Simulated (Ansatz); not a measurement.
Results of PBE0-D3(BJ) in Ansatz (PAW) for fluorite SrCl2.

Numerical settings: plane-wave cutoff 460 eV, 6×6×6 k mesh, Fermi–Dirac smearing 0.01 eV, scalar-relativistic PAW data made under PBE.

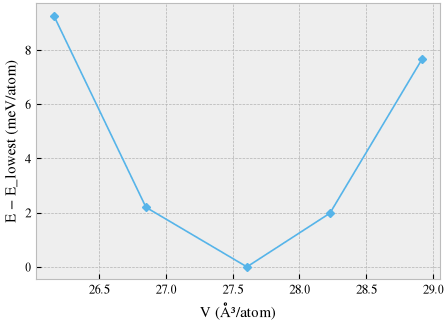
Total energy against volume

### Question
From the curve, estimate the equilibrium volume and the bulk modulus.

### Answer
V0 ≈ 27.5 Å³/atom and B0 ≈ 39 GPa; the fit gives V0 = 27.543 Å³/atom, B0 = 39.2 GPa, B′ = 4.5.

Measured, for comparison: bulk modulus 34.3 GPa (temperature not stated, not corrected to a static lattice, from elastic constants; as tabulated in Kanchana et al., Calculated structural, elastic and electronic properties of …); equilibrium volume per atom 28.27 Å³/atom (room temperature, not corrected to a static lattice; as tabulated in Kanchana et al., Calculated structural, elastic and electronic properties of …). Computed (rounded) less measured: bulk modulus +14 % (against room or unstated temperature, where such soft solids are markedly softer), equilibrium volume per atom -2.6 %.

Static lattice: no zero-point or thermal effects.

Ansatz is an electronic-structure program.
